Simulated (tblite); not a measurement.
**Geometry relaxation of CH₇ClO₂Si₂ (part 2 of 2)**

The same run, continued: CH₇ClO₂Si₂, SMILES C[Si](O)(Cl)O[SiH3]; GFN2-xTB geometry optimisation, gas phase (tblite 0.8.0). 

Geometry of the input (Å):
```
Si 0.3524  -0.2198  0.2231
O  0.1943  1.5175  0.5054
Si 0.5802  2.7800  -0.6794
C  1.3378  -0.5244  -1.2858
O  -1.2597  -0.9287  0.0338
Cl 1.3207  -1.1474  1.8902
H  1.9076  2.5864  -1.1437
H  0.4835  4.0474  -0.0687
H  -0.3297  2.6929  -1.7650
H  1.9471  -1.3457  -1.1363
H  1.9310  0.3171  -1.4753
H  0.6795  -0.6838  -2.0846
H  -1.8147  -1.2974  0.7577
```

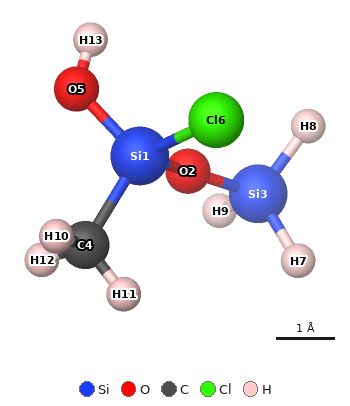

The geometry at step 76 of the log (ball-and-stick view, seen at a tilt; atoms are numbered from 1 in the order of the input).

### Trajectory as extended XYZ, continued
```
13
Properties=species:S:1:pos:R:3:forces:R:3 step=48 energy=-600.02751
Si    0.4486   -0.2006    0.0673   -0.0120   0.0470  -0.0150
O     0.2449    1.3961   -0.1032   -0.0050  -0.0160  -0.0080
Si    0.4251    2.9527   -0.5262    0.0130   0.0010   0.0340
C     1.3952   -0.9717   -1.3713   -0.0250   0.0080   0.0040
O    -1.0019   -0.9220    0.0879    0.0380  -0.0090  -0.0240
Cl    1.3724   -0.4396    1.8446    0.0100  -0.0010   0.0010
H     1.8284    3.1694   -0.8719    0.0150  -0.0010   0.0080
H     0.0112    3.7161    0.6509    0.0070  -0.0380  -0.0360
H    -0.4496    3.1506   -1.6791   -0.0210   0.0070  -0.0070
H     1.7573   -1.9631   -1.1202   -0.0040  -0.0100   0.0020
H     2.2498   -0.3684   -1.6605    0.0020   0.0140   0.0170
H     0.7443   -1.0658   -2.2342    0.0150  -0.0050  -0.0140
H    -1.6958   -0.6595    0.6872   -0.0330   0.0030   0.0380
13
Properties=species:S:1:pos:R:3:forces:R:3 step=52 energy=-600.02820
Si    0.4494   -0.1963    0.0581   -0.0050  -0.0130   0.0040
O     0.2397    1.3963   -0.1225   -0.0060   0.0080  -0.0100
Si    0.4219    2.9579   -0.5230    0.0010  -0.0020  -0.0100
C     1.3947   -0.9825   -1.3721    0.0080   0.0030  -0.0010
O    -0.9996   -0.9190    0.0912   -0.0140   0.0010   0.0210
Cl    1.3908   -0.4264    1.8288   -0.0030   0.0060  -0.0040
H     1.8279    3.1773   -0.8565    0.0020   0.0050  -0.0010
H    -0.0006    3.7024    0.6602    0.0020  -0.0050   0.0020
H    -0.4577    3.1657   -1.6719    0.0080   0.0100   0.0000
H     1.7465   -1.9749   -1.1084   -0.0020   0.0070  -0.0140
H     2.2567   -0.3862   -1.6550    0.0040  -0.0040   0.0110
H     0.7545   -1.0784   -2.2427    0.0020   0.0000  -0.0010
H    -1.6942   -0.6419    0.6850    0.0020  -0.0160   0.0030
13
Properties=species:S:1:pos:R:3:forces:R:3 step=56 energy=-600.02861
Si    0.4487   -0.1961    0.0516   -0.0070   0.0070  -0.0130
O     0.2346    1.3951   -0.1421    0.0030  -0.0210  -0.0240
Si    0.4200    2.9613   -0.5219   -0.0040   0.0060   0.0120
C     1.3963   -0.9908   -1.3737   -0.0130  -0.0090   0.0020
O    -0.9997   -0.9191    0.1009   -0.0040  -0.0100   0.0010
Cl    1.3992   -0.4084    1.8187    0.0050   0.0010   0.0110
H     1.8264    3.1913   -0.8464    0.0010  -0.0050  -0.0010
H    -0.0098    3.6870    0.6702    0.0050   0.0070   0.0070
H    -0.4576    3.1853   -1.6681    0.0030   0.0060  -0.0160
H     1.7385   -1.9856   -1.1090    0.0070  -0.0170   0.0180
H     2.2668   -0.4036   -1.6493   -0.0080   0.0110  -0.0020
H     0.7624   -1.0878   -2.2489    0.0020   0.0340  -0.0020
H    -1.6960   -0.6345    0.6891    0.0100  -0.0090   0.0060
13
Properties=species:S:1:pos:R:3:forces:R:3 step=60 energy=-600.02939
Si    0.4441   -0.1967    0.0465    0.0080  -0.0190   0.0180
O     0.2302    1.3904   -0.1756   -0.0010   0.0150  -0.0180
Si    0.4222    2.9648   -0.5231   -0.0150  -0.0120   0.0030
C     1.3943   -0.9975   -1.3734    0.0210   0.0050   0.0050
O    -0.9983   -0.9292    0.1170    0.0030  -0.0040  -0.0350
Cl    1.3994   -0.3922    1.8152    0.0010   0.0160  -0.0090
H     1.8301    3.2030   -0.8412   -0.0240  -0.0200   0.0130
H    -0.0134    3.6733    0.6783    0.0150  -0.0030  -0.0050
H    -0.4523    3.2072   -1.6693    0.0150   0.0010   0.0010
H     1.7318   -1.9957   -1.1119   -0.0150   0.0180   0.0060
H     2.2689   -0.4090   -1.6359   -0.0070  -0.0150  -0.0060
H     0.7695   -1.0817   -2.2563   -0.0030   0.0140   0.0060
H    -1.6966   -0.6425    0.7011    0.0020   0.0030   0.0210
13
Properties=species:S:1:pos:R:3:forces:R:3 step=64 energy=-600.03079
Si    0.4435   -0.1942    0.0220    0.0040   0.0020  -0.0060
O     0.2144    1.3791   -0.2721   -0.0050  -0.0040  -0.0130
Si    0.4078    2.9721   -0.5162   -0.0090  -0.0180   0.0130
C     1.3994   -1.0273   -1.3748    0.0020   0.0160  -0.0110
O    -0.9969   -0.9270    0.1356    0.0180   0.0090  -0.0100
Cl    1.4183   -0.3152    1.7856    0.0050   0.0090   0.0160
H     1.8186    3.2327   -0.7949    0.0060  -0.0160  -0.0030
H    -0.0339    3.6097    0.7220   -0.0080   0.0190  -0.0080
H    -0.4511    3.2655   -1.6612    0.0050   0.0120   0.0120
H     1.7040   -2.0337   -1.1056   -0.0350   0.0110  -0.0070
H     2.2946   -0.4650   -1.6219    0.0230   0.0060   0.0130
H     0.7926   -1.0870   -2.2721   -0.0160  -0.0290   0.0090
H    -1.6812   -0.6157    0.7249    0.0110  -0.0180  -0.0060
13
Properties=species:S:1:pos:R:3:forces:R:3 step=68 energy=-600.03147
Si    0.4438   -0.1895    0.0040    0.0110   0.0230   0.0070
O     0.2037    1.3734   -0.3331   -0.0110  -0.0110   0.0060
Si    0.3983    2.9748   -0.5080    0.0150   0.0050  -0.0040
C     1.4016   -1.0427   -1.3779   -0.0120  -0.0040   0.0090
O    -0.9923   -0.9243    0.1471    0.0090  -0.0030  -0.0060
Cl    1.4350   -0.2666    1.7625   -0.0050   0.0100   0.0090
H     1.8112    3.2435   -0.7670    0.0100  -0.0110   0.0030
H    -0.0511    3.5752    0.7461   -0.0100   0.0130  -0.0050
H    -0.4488    3.3037   -1.6506   -0.0130   0.0170   0.0050
H     1.6778   -2.0535   -1.0987   -0.0030  -0.0220   0.0040
H     2.3136   -0.4995   -1.6065    0.0030  -0.0060  -0.0170
H     0.8077   -1.0993   -2.2836   -0.0020   0.0100  -0.0010
H    -1.6707   -0.6012    0.7368    0.0080  -0.0220  -0.0100
13
Properties=species:S:1:pos:R:3:forces:R:3 step=72 energy=-600.03220
Si    0.4491   -0.1869    0.0085   -0.0090  -0.0100  -0.0110
O     0.2009    1.3712   -0.3421    0.0010   0.0460   0.0240
Si    0.4004    2.9738   -0.5085   -0.0080   0.0150  -0.0060
C     1.4008   -1.0416   -1.3764    0.0130  -0.0140  -0.0030
O    -0.9843   -0.9286    0.1421   -0.0020  -0.0040   0.0110
Cl    1.4262   -0.2586    1.7753   -0.0040   0.0180  -0.0120
H     1.8145    3.2382   -0.7666    0.0030  -0.0120   0.0070
H    -0.0509    3.5806    0.7434    0.0050  -0.0120  -0.0160
H    -0.4484    3.3114   -1.6484    0.0010   0.0050   0.0120
H     1.6706   -2.0565   -1.1028    0.0110   0.0150   0.0030
H     2.3135   -0.5003   -1.6104   -0.0120  -0.0370  -0.0030
H     0.8010   -1.0927   -2.2790   -0.0010   0.0150   0.0030
H    -1.6636   -0.6158    0.7362    0.0020  -0.0220  -0.0090
13
Properties=species:S:1:pos:R:3:forces:R:3 step=76 energy=-600.03324
Si    0.4538   -0.1771   -0.0099   -0.0050   0.0270  -0.0010
O     0.1893    1.3734   -0.3900    0.0060  -0.0050   0.0080
Si    0.3932    2.9811   -0.5010   -0.0060  -0.0070  -0.0080
C     1.4027   -1.0624   -1.3782   -0.0120   0.0060   0.0040
O    -0.9705   -0.9316    0.1480    0.0360  -0.0100  -0.0230
Cl    1.4367   -0.1957    1.7563   -0.0020   0.0040  -0.0180
H     1.8108    3.2445   -0.7367    0.0070  -0.0010   0.0050
H    -0.0736    3.5505    0.7608    0.0090   0.0040   0.0230
H    -0.4498    3.3615   -1.6299   -0.0030  -0.0080  -0.0180
H     1.6419   -2.0816   -1.0943   -0.0040  -0.0080   0.0060
H     2.3333   -0.5524   -1.6070    0.0070   0.0030   0.0000
H     0.8107   -1.1012   -2.2866    0.0020   0.0010   0.0000
H    -1.6487   -0.6150    0.7397   -0.0350  -0.0060   0.0210
13
Properties=species:S:1:pos:R:3:forces:R:3 step=80 energy=-600.03358
Si    0.4524   -0.1725   -0.0118   -0.0060  -0.0160  -0.0020
O     0.1846    1.3740   -0.3999   -0.0100   0.0110   0.0070
Si    0.3928    2.9811   -0.5020    0.0000   0.0250  -0.0030
C     1.4013   -1.0612   -1.3774    0.0090   0.0000  -0.0030
O    -0.9672   -0.9331    0.1510   -0.0190  -0.0130  -0.0050
Cl    1.4370   -0.1850    1.7516    0.0110   0.0090   0.0040
H     1.8130    3.2375   -0.7325   -0.0020   0.0050   0.0020
H    -0.0708    3.5475    0.7637    0.0100  -0.0030   0.0010
H    -0.4474    3.3672   -1.6320    0.0060  -0.0090  -0.0020
H     1.6353   -2.0821   -1.0934   -0.0090   0.0060   0.0010
H     2.3351   -0.5548   -1.6022    0.0030  -0.0030   0.0030
H     0.8139   -1.0960   -2.2889   -0.0030  -0.0030   0.0030
H    -1.6499   -0.6286    0.7453    0.0100  -0.0080  -0.0050
13
Properties=species:S:1:pos:R:3:forces:R:3 step=84 energy=-600.03393
Si    0.4482   -0.1717   -0.0081   -0.0030   0.0080   0.0040
O     0.1795    1.3773   -0.3868   -0.0240   0.0010   0.0000
Si    0.3964    2.9827   -0.5062    0.0000  -0.0060   0.0180
C     1.3999   -1.0532   -1.3764   -0.0110  -0.0030   0.0020
O    -0.9672   -0.9427    0.1463    0.0050   0.0000  -0.0090
Cl    1.4343   -0.1827    1.7551   -0.0010  -0.0010   0.0000
H     1.8179    3.2277   -0.7377    0.0080   0.0100  -0.0070
H    -0.0596    3.5588    0.7577    0.0030   0.0040  -0.0010
H    -0.4422    3.3637   -1.6385    0.0020  -0.0060  -0.0050
H     1.6303   -2.0748   -1.0934    0.0090  -0.0070  -0.0030
H     2.3340   -0.5477   -1.6016   -0.0010  -0.0040   0.0090
H     0.8104   -1.0866   -2.2863    0.0000   0.0000  -0.0090
H    -1.6521   -0.6568    0.7470    0.0120   0.0030   0.0010
13
Properties=species:S:1:pos:R:3:forces:R:3 step=88 energy=-600.03414
Si    0.4457   -0.1704   -0.0048    0.0030   0.0000  -0.0140
O     0.1717    1.3797   -0.3763   -0.0090  -0.0080   0.0090
Si    0.3990    2.9830   -0.5059    0.0050  -0.0070  -0.0190
C     1.3974   -1.0486   -1.3757    0.0060  -0.0020  -0.0020
O    -0.9675   -0.9465    0.1414    0.0070  -0.0010  -0.0010
Cl    1.4320   -0.1865    1.7585   -0.0060   0.0000  -0.0050
H     1.8214    3.2238   -0.7442   -0.0120   0.0000   0.0020
H    -0.0519    3.5680    0.7551    0.0000   0.0070   0.0020
H    -0.4384    3.3546   -1.6435    0.0090   0.0020   0.0120
H     1.6318   -2.0702   -1.0952   -0.0030   0.0000   0.0000
H     2.3310   -0.5414   -1.5991   -0.0030   0.0010   0.0010
H     0.8085   -1.0821   -2.2864    0.0050   0.0040   0.0060
H    -1.6508   -0.6692    0.7476   -0.0030   0.0050   0.0080
13
Properties=species:S:1:pos:R:3:forces:R:3 step=92 energy=-600.03424
Si    0.4436   -0.1698   -0.0066   -0.0020   0.0000   0.0020
O     0.1641    1.3795   -0.3768   -0.0030   0.0030   0.0000
Si    0.3999    2.9816   -0.5069   -0.0040   0.0040   0.0080
C     1.3971   -1.0478   -1.3756    0.0030   0.0000   0.0000
O    -0.9671   -0.9495    0.1416   -0.0010  -0.0040   0.0020
Cl    1.4319   -0.1810    1.7555   -0.0030  -0.0030   0.0010
H     1.8218    3.2218   -0.7440    0.0050  -0.0070  -0.0010
H    -0.0488    3.5693    0.7541    0.0010   0.0010  -0.0030
H    -0.4342    3.3580   -1.6437   -0.0060   0.0030  -0.0060
H     1.6282   -2.0699   -1.0948   -0.0010  -0.0050  -0.0030
H     2.3322   -0.5422   -1.5955    0.0060   0.0030  -0.0020
H     0.8106   -1.0784   -2.2876    0.0030   0.0000  -0.0030
H    -1.6494   -0.6776    0.7515    0.0030   0.0060   0.0040
13
Properties=species:S:1:pos:R:3:forces:R:3 step=96 energy=-600.03432
Si    0.4403   -0.1703   -0.0055    0.0010  -0.0060   0.0050
O     0.1572    1.3802   -0.3680    0.0010  -0.0010  -0.0020
Si    0.4015    2.9804   -0.5084    0.0000  -0.0010  -0.0100
C     1.3978   -1.0431   -1.3756   -0.0030   0.0060  -0.0020
O    -0.9690   -0.9528    0.1417   -0.0030  -0.0020  -0.0010
Cl    1.4262   -0.1868    1.7579    0.0020  -0.0010   0.0030
H     1.8246    3.2124   -0.7495   -0.0020  -0.0080   0.0010
H    -0.0424    3.5767    0.7496   -0.0020   0.0050   0.0040
H    -0.4317    3.3532   -1.6476   -0.0010   0.0040   0.0020
H     1.6298   -2.0664   -1.0982    0.0060   0.0180  -0.0050
H     2.3312   -0.5325   -1.5936   -0.0010  -0.0160   0.0050
H     0.8124   -1.0721   -2.2885    0.0010   0.0000  -0.0020
H    -1.6480   -0.6849    0.7570    0.0010   0.0030   0.0010
13
Properties=species:S:1:pos:R:3:forces:R:3 step=100 energy=-600.03447
Si    0.4334   -0.1709   -0.0014    0.0020  -0.0020  -0.0030
O     0.1431    1.3806   -0.3547   -0.0030  -0.0050   0.0030
Si    0.4049    2.9763   -0.5134   -0.0010   0.0030  -0.0030
C     1.3969   -1.0303   -1.3758   -0.0010  -0.0020  -0.0040
O    -0.9726   -0.9602    0.1412    0.0020  -0.0010  -0.0030
Cl    1.4166   -0.1943    1.7633    0.0050   0.0010   0.0040
H     1.8303    3.1868   -0.7587    0.0020  -0.0010  -0.0020
H    -0.0293    3.5919    0.7391   -0.0010  -0.0020   0.0000
H    -0.4260    3.3485   -1.6545    0.0000   0.0020   0.0000
H     1.6317   -2.0542   -1.1046    0.0040  -0.0040   0.0020
H     2.3301   -0.5176   -1.5875    0.0040   0.0010   0.0050
H     0.8157   -1.0564   -2.2913   -0.0070   0.0070  -0.0010
H    -1.6448   -0.7063    0.7697   -0.0070   0.0030   0.0010
13
Properties=species:S:1:pos:R:3:forces:R:3 step=101 energy=-600.03448
Si    0.4331   -0.1712   -0.0014    0.0020   0.0000  -0.0010
O     0.1430    1.3805   -0.3542   -0.0020  -0.0020   0.0020
Si    0.4048    2.9762   -0.5138   -0.0010   0.0000   0.0030
C     1.3969   -1.0302   -1.3758    0.0000  -0.0020  -0.0020
O    -0.9731   -0.9602    0.1415    0.0020   0.0000  -0.0010
Cl    1.4172   -0.1953    1.7631    0.0040   0.0020   0.0020
H     1.8303    3.1868   -0.7588    0.0030  -0.0020  -0.0030
H    -0.0292    3.5920    0.7386   -0.0010  -0.0030  -0.0010
H    -0.4262    3.3486   -1.6545   -0.0010   0.0010  -0.0030
H     1.6324   -2.0539   -1.1045    0.0020  -0.0050   0.0010
H     2.3302   -0.5174   -1.5872    0.0030   0.0030   0.0040
H     0.8158   -1.0562   -2.2915   -0.0060   0.0050  -0.0010
H    -1.6453   -0.7056    0.7698   -0.0040   0.0020  -0.0010
```

### Key numbers

| quantity | value |
| --- | --- |
| outcome | converged |
| total energy | −600.0345 eV |
| hardware | 1 CPU thread, shared host |
| wall time | 5.3 s |
| peak memory | 0.18 GiB |
